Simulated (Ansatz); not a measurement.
Cost and result by functional for the adsorption energy of SiH3 on the 1x1 (10-10) surface of wurtzite AlN (cut with top plane Al + N), one in a 2x1 cell, started at the site 'hollow Al', in Ansatz (plane waves, PAW). Single points on the PBE structure, on one kind of machine; costs are rough ratios of the slab run's core time (references not counted) to the cheapest single point. r2SCAN's cost holds its higher cutoff (500 against 420 eV). Differences are taken against r2SCAN for comparison alone: no measured value is at hand, so the table doesn't rank accuracy. The points keep PBE's geometry, so the relaxation of a polaron and the settling of charge on one site are left out.

Host crystal: wurtzite AlN, with a band gap (PBE, scalar-relativistic without spin-orbit coupling).

Model: 36-atom slab, 8.9 Å thick at the start under the adsorbate (thin: gaps and levels are the slab's own), 3x4x1 mesh, Fermi-Dirac 0.01 eV, dipole correction, 16 atoms held, the rest relaxed; no symmetry held; spin-polarised, ending with about 0.8 μB a cell; orders that need a larger cell were not tried, no spin-orbit, no U, no dispersion correction. At the end it is bonded to N. In PBE it is, or lies within 0.03 eV of, the lowest of the starts that converged. These notes are the PBE run's. RPBE: The program's check for a lower electronic state was not made. r2SCAN: The program's check for a lower electronic state was not made. Adsorption energies are against SiH4(g) − ½ H2(g). A negative adsorption energy means that the adsorbate is more stable on the surface than in its reference.

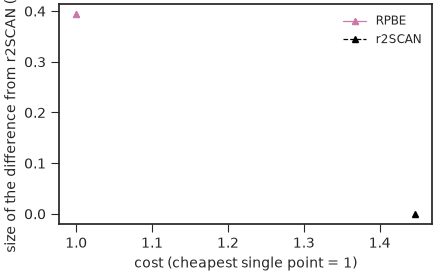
*Difference from r2SCAN against cost*

```json
[
 {"functional": "RPBE", "relative cost": "1", "adsorption energy (eV)": "0.05", "less r2SCAN (eV)": "0.39"},
 {"functional": "r2SCAN", "relative cost": "1", "adsorption energy (eV)": "-0.34", "less r2SCAN (eV)": "0.00"},
 {"functional": "PBE (the relaxed run's value)", "relative cost": "–", "adsorption energy (eV)": "-0.18", "less r2SCAN (eV)": "0.16"}
]
```

The values span 0.39 eV, while the single points' costs differ by a factor of roughly 1. Differences are of unrounded values.

Ansatz is a first-principles code.
